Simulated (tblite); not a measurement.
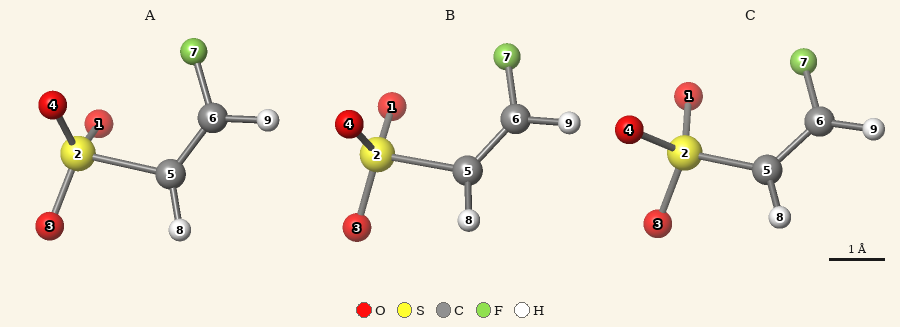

3 geometries from one relaxation of C2H2FO3S (multiplicity 2), in shuffled order. A ball-and-stick model, seen at a tilt.

Computed with GFN2-xTB geometry optimisation, gas phase (tblite 0.8.0). 

> Order the frames from highest to lowest energy.

C, B, A. They are steps 0, 41, 72, at +132.6 kJ/mol, +2.36 kJ/mol relative to the last. The atom that moves furthest after the best rigid fit is O4 (0.64 Å). By element the largest moves are O 0.64 Å, H 0.59 Å, F 0.59 Å, C 0.21 Å, S 0.16 Å. Some distances before and after: O1–S2 1.641 → 1.437 Å, S2–C5 1.739 → 1.886 Å, S2–O4 1.520 → 1.437 Å, S2–O3 1.493 → 1.440 Å. Among the angles between lasting bonds that change: O1–S2–C5 115.0° → 99.2°, C6–C5–H8 117.0° → 130.6°, O3–S2–O4 104.8° → 117.3°. Groups turn about S2–C5 by about 40°. After 72 geometry steps the energy has fallen by 132.6 kJ/mol. Cost: 0.28 s on 1 thread of Arm Neoverse V2, on a shared host.
